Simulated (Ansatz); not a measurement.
# BClH4N2: the cost of one run

Method: RKS PBE-D4/def2-SVP, in Ansatz 0.2.0.

## (1) The starting structure

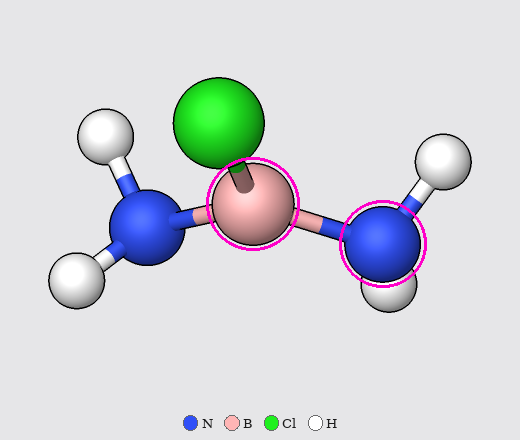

The starting structure, seen from a free direction (nitrogen blue, boron pink, chlorine green, hydrogen white). Ringed: N1, B2.

Coordinates:

```xyz
8

N    -0.5903    1.2866    0.0213
B    -0.3069   -0.1389   -0.2177
N     0.6883   -0.8323    0.6529
Cl   -1.0815   -1.0632   -1.5617
H    -0.3534    1.8377   -0.8726
H    -0.0321    1.6987    0.7826
H     0.2678   -1.6487    1.1102
H     1.5002   -1.1971    0.0292
```

## (2) Relaxing end A

Input file input.yaml:

```yaml
crystal:
  periodic: [false, false, false]
  atoms:
    - { symbol: "N", position_ang: [-0.5903, 1.2866, 0.0213] }
    - { symbol: B, position_ang: [-0.3069, -0.1389, -0.2177] }
    - { symbol: "N", position_ang: [0.6883, -0.8323, 0.6529] }
    - { symbol: Cl, position_ang: [-1.0815, -1.0632, -1.5617] }
    - { symbol: H, position_ang: [-0.3534, 1.8377, -0.8726] }
    - { symbol: H, position_ang: [-0.0321, 1.6987, 0.7826] }
    - { symbol: H, position_ang: [0.2678, -1.6487, 1.1102] }
    - { symbol: H, position_ang: [1.5002, -1.1971, 0.0292] }
basis:
  gaussian: { orbitals: def2-SVP }
hamiltonian:
  xc: pbe
  dispersion: d4
relax:
  f_tol: 0.015
  max_steps: 40
output:
  orbitals: {}
```

Launch:

```sh
> ansatz run input.yaml --threads 1 --pin off --max-ram 2048MiB --backend cpu --events-out ev --progress --plain --runs-dir out
```

What time and memory should one allow on 1 thread of Intel Xeon at 2.70GHz, shared host?

About 26 s, with a peak of 0.13 GiB.
